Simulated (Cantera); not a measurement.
Input: 1 mol PbO, 0.32 mol CH4, 0.22 mol N2, equilibrated at 1000 Pa.

Cantera equilibrium calculation (NASA polynomials, part measured and part estimated; ideal gas, pure solids and liquids). Candidate condensed phases: C, C6H6, C7H8, C8H18, H2O, Pb, PbO, PbO2, Pb3O4; 139 gas species. Kinetics and transport are ignored.

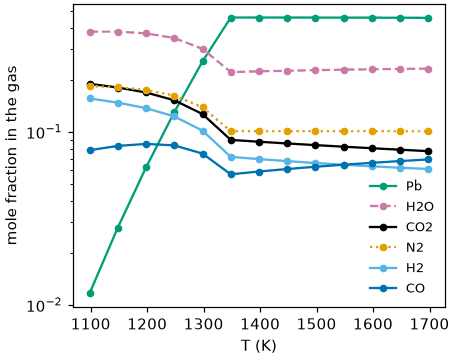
*Equilibrium gas composition (values under 1e-9 drawn at 1e-9)*

Question: Read off the mole fractions at 1448 K.

Answer: Pb about 0.46, H2O about 0.23, N2 about 0.10, CO2 about 0.086, H2 about 0.068, CO about 0.061.
